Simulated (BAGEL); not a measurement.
**One shape, several levels: NClO (nitrosyl chloride)**

Wanted: a comparison of 4 runs (HF/STO-3G, HF/6-31G*, HF/cc-pVTZ, FCI/STO-3G) of NClO (nitrosyl chloride). 

The results are computed with BAGEL 1.2.2.

7 further runs of the same task are left out: 3 that didn't finish, 4 set aside as unsound or not needed.

## Step 1: Starting point

The species is NClO (3 atoms), meant as a singlet with charge 0. As SMILES, `O=NCl`. The N2–Cl3 distance was set to 4.276 Å, away from the relaxed value. At this shape a bond of the SMILES string is far longer than usual.

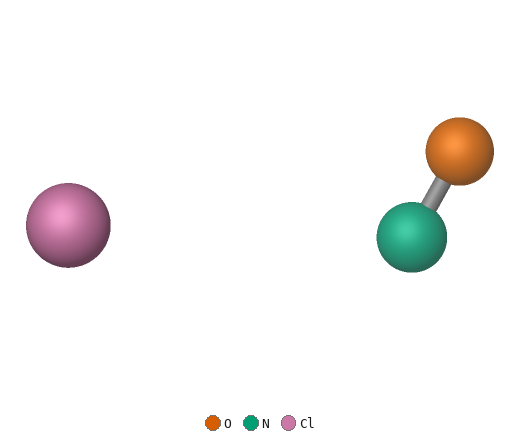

Viewed from a chosen angle; oxygen orange, nitrogen teal, chlorine pink.

## Step 2: The energy at HF/STO-3G (density fitting with cc-pvqz-jkfit) (run 1)

The input, job.json:

```json
{ "bagel": [

{
  "title": "molecule",
  "basis": "sto-3g",
  "df_basis": "cc-pvqz-jkfit",
  "angstrom": true,
  "geometry": [
    { "atom": "O", "xyz": [       2.325071,      -2.183235,       1.044510 ] },
    { "atom": "N", "xyz": [       1.377041,      -2.444455,       0.494790 ] },
    { "atom": "Cl", "xyz": [      -1.052130,       0.937900,      -0.478040 ] }
  ]
},

{ "title": "hf" },

{ "title": "print", "file": "orbitals.molden", "orbitals": true }

]}
```

Command:

```sh
$ BAGEL_NUM_THREADS=1 BAGEL job.json > job.out
```

Log:

```text
* using 1 threads per process

  ===============================================================
  ===============================================================

  *** Geometry ***

  { "atom" : "O", "xyz" : [      4.393747,     -4.125716,      1.973838 ] },
  { "atom" : "N", "xyz" : [      2.602230,     -4.619350,      0.935018 ] },
  { "atom" : "Cl", "xyz" : [     -1.988238,      1.772374,     -0.903365 ] },

  Number of auxiliary basis functions:      360

  Since a DF basis is specified, we compute 2- and 3-index integrals:
    o Being stored without compression. Storage requirement is 0.001 GB

  Number of basis functions:       19
  Number of electrons      :       32

    * METHOD: MOLECULE                             0.07

  *** RHF ***

  === Nuclear Repulsion ===
    55.8866607589

      * DIIS with orbital gradients will be used.

  === RHF iteration (sto-3g) ===
      0       -581.79713116          0.00779257           0.01
      1       -577.60781317          0.01126986           0.01
      2       -581.80138581          0.00259527           0.01
      3       -581.80244121          0.00157406           0.01
      4       -577.60758176          0.01105685           0.01
      5       -577.60753806          0.01106580           0.01
[... 58 lines of this table left out ...]
     64       -581.87355143          0.00000002           0.01
     65       -581.87355143          0.00000001           0.01
    * SCF iteration converged.

    * Permanent dipole moment:
           (   -2.507692,     2.826708,    -1.075791) a.u.

    * METHOD: HF                                   0.41

    * METHOD: PRINT                                0.00

  ===============================================================
```

It took 0.6 s on 1 thread of Arm Neoverse V1, shared host.

## Step 3: The energy at HF/6-31G(d) (density fitting with cc-pvqz-jkfit, spherical functions) (run 2)

The input, hf.json:

```json
{ "bagel" : [

{
  "title" : "molecule",
  "basis" : "6-31gs.json",
  "df_basis" : "cc-pvqz-jkfit",
  "angstrom" : true,
  "geometry" : [
    { "atom" : "O", "xyz" : [       2.325071,      -2.183235,       1.044510 ] },
    { "atom" : "N", "xyz" : [       1.377041,      -2.444455,       0.494790 ] },
    { "atom" : "Cl", "xyz" : [      -1.052130,       0.937900,      -0.478040 ] }
  ]
},

{ "title" : "hf" },

{ "title" : "print", "file" : "orbitals.molden", "orbitals" : true }

]}
```

The basis set 6-31G* is read from a file made from the Basis Set Exchange's data (not shown).

Command:

```sh
$ BAGEL_NUM_THREADS=1 BAGEL hf.json > hf.out
```

Log:

```text
* using 1 threads per process

  ===============================================================
  ===============================================================

  *** Geometry ***

  { "atom" : "O", "xyz" : [      4.393747,     -4.125716,      1.973838 ] },
  { "atom" : "N", "xyz" : [      2.602230,     -4.619350,      0.935018 ] },
  { "atom" : "Cl", "xyz" : [     -1.988238,      1.772374,     -0.903365 ] },

  Number of auxiliary basis functions:      360

  Since a DF basis is specified, we compute 2- and 3-index integrals:
    o Being stored without compression. Storage requirement is 0.006 GB

  Number of basis functions:       46
  Number of electrons      :       32

    * METHOD: MOLECULE                             0.09

  *** RHF ***

  === Nuclear Repulsion ===
    55.8866607589

      * DIIS with orbital gradients will be used.

  === RHF iteration (6-31gs.json) ===
      0       -588.42577066          0.02085005           0.02
      1       -584.14477428          0.06245610           0.01
      2       -588.46553510          0.01553150           0.01
      3       -588.49591260          0.01036643           0.01
      4       -588.51672751          0.00583619           0.01
      5       -588.53243707          0.00125663           0.01
[... 21 lines of this table left out ...]
     27       -588.54515677          0.00000001           0.01
     28       -588.54515677          0.00000001           0.01
    * SCF iteration converged.

    * Permanent dipole moment:
           (   -3.500861,     4.186741,    -1.475990) a.u.

    * METHOD: HF                                   0.49

    * METHOD: PRINT                                0.01

  ===============================================================
```

Run time: 0.7 s. Hardware: 1 thread of Arm Neoverse V1, shared host.

## Step 4: The energy at HF/cc-pVTZ (density fitting with cc-pvqz-jkfit) (run 3)

The input, job.json:

```json
{ "bagel": [

{
  "title": "molecule",
  "basis": "cc-pvtz.json",
  "df_basis": "cc-pvqz-jkfit",
  "angstrom": true,
  "geometry": [
    { "atom": "O", "xyz": [    2.325071,   -2.183235,    1.044510 ] },
    { "atom": "N", "xyz": [    1.377041,   -2.444455,    0.494790 ] },
    { "atom": "Cl", "xyz": [   -1.052130,    0.937900,   -0.478040 ] }
  ]
},
{ "title": "hf", "charge": 0 },
{ "title": "print", "file": "orbitals.molden", "orbitals": true }

]}
```

The basis set cc-pVTZ is read from a file made from the Basis Set Exchange's data (not shown).

Command:

```sh
$ BAGEL_NUM_THREADS=1 BAGEL job.json > job.out
```

Log:

```text
* using 1 threads per process

  ===============================================================
  ===============================================================

  *** Geometry ***

  { "atom" : "O", "xyz" : [      4.393747,     -4.125716,      1.973838 ] },
  { "atom" : "N", "xyz" : [      2.602230,     -4.619350,      0.935018 ] },
  { "atom" : "Cl", "xyz" : [     -1.988238,      1.772374,     -0.903365 ] },

  Number of auxiliary basis functions:      360

  Since a DF basis is specified, we compute 2- and 3-index integrals:
    o Being stored without compression. Storage requirement is 0.025 GB

  Number of basis functions:       94
  Number of electrons      :       32

    * METHOD: MOLECULE                             0.12

  *** RHF ***

  === Nuclear Repulsion ===
    55.8866607589

      * DIIS with orbital gradients will be used.

  === RHF iteration (cc-pvtz.json) ===
      0       -588.49489908          0.01703276           0.04
      1       -584.18153240          0.04306984           0.04
      2       -588.52547120          0.01262916           0.04
      3       -588.57305263          0.00866198           0.03
      4       -588.60334069          0.00523533           0.03
      5       -588.62544437          0.00115614           0.03
[... 24 lines of this table left out ...]
     30       -588.63742240          0.00000002           0.04
     31       -588.63742240          0.00000001           0.04
    * SCF iteration converged.

    * Permanent dipole moment:
           (   -3.617135,     4.291059,    -1.528748) a.u.

    * METHOD: HF                                   1.25

    * METHOD: PRINT                                0.02

  ===============================================================
```

Wall time 1.5 s (1 thread of Arm Neoverse V1, shared host).

## Step 5: The energy at FCI/STO-3G (density fitting with cc-pvqz-jkfit) (run 4)

The input, input.json:

```json
{ "bagel" : [

{
  "title" : "molecule",
  "basis" : "sto-3g",
  "df_basis" : "cc-pvqz-jkfit",
  "angstrom" : true,
  "geometry" : [
    { "atom" : "O", "xyz" : [    2.325071,   -2.183235,    1.044510 ] },
    { "atom" : "N", "xyz" : [    1.377041,   -2.444455,    0.494790 ] },
    { "atom" : "Cl", "xyz" : [   -1.052130,    0.937900,   -0.478040 ] }
  ]
},
{
  "title" : "hf"
},
{
  "title" : "fci",
  "nstate" : 1,
  "ncore" : 7
}

]}
```

Command:

```sh
$ BAGEL_NUM_THREADS=1 BAGEL input.json > input.out
```

Log:

```text
* using 1 threads per process

  ===============================================================
  ===============================================================

  *** Geometry ***

  { "atom" : "O", "xyz" : [      4.393747,     -4.125716,      1.973838 ] },
  { "atom" : "N", "xyz" : [      2.602230,     -4.619350,      0.935018 ] },
  { "atom" : "Cl", "xyz" : [     -1.988238,      1.772374,     -0.903365 ] },

  Number of auxiliary basis functions:      360

[... 21 lines left out ...]
    * SCF iteration converged.
[... 1 line left out ...]
    * Permanent dipole moment:
[... 169 lines left out ...]
     * ci vector, state   0, <S^2> = -0.0000
[... 19 lines left out ...]
    * METHOD: FCI                                  7.01

  ===============================================================
```

Wall time 7.8 s (1 thread of Arm Neoverse V1, shared host).

## Step 6: Overview of the runs

```csv
run,level,number of roots,frozen core orbitals,energy (Eh),dipole moment (D),HOMO energy (eV),LUMO energy (eV),wall time
1,HF/STO-3G (density fitting with cc-pvqz-jkfit),–,–,-581.873551,9.99,-4.95,-1.58,0.6 s
2,"HF/6-31G* (density fitting with cc-pvqz-jkfit, spherical functions)",–,–,-588.545157,14.37,-7.76,-4.05,0.7 s
3,HF/cc-pVTZ (density fitting with cc-pvqz-jkfit),–,–,-588.637422,14.78,-7.82,-4.04,1.5 s
4,FCI/STO-3G (density fitting with cc-pvqz-jkfit),1,7,-582.188965,–,–,–,7.8 s
```

## Step 7: What came out

```
           quantity          value
run 4: total energy  -582.18896 Eh
```

What this shows: Against full CI in this basis: HF +315.4 mEh. Over runs 1, 2, 3 the dipole moment (its size) runs from 9.99 D (HF/STO-3G) to 14.78 D (HF/cc-pVTZ). Over runs 1, 2, 3 the HOMO–LUMO gap runs from 3.36 eV (HF/STO-3G) to 3.78 eV (HF/cc-pVTZ). In runs 1, 4 the basis is minimal, so the values are rough. In runs 1, 2, 3 a closed-shell determinant meets a far-stretched bond, which it describes badly. All runs together took 11 s, the longest 7.8 s.
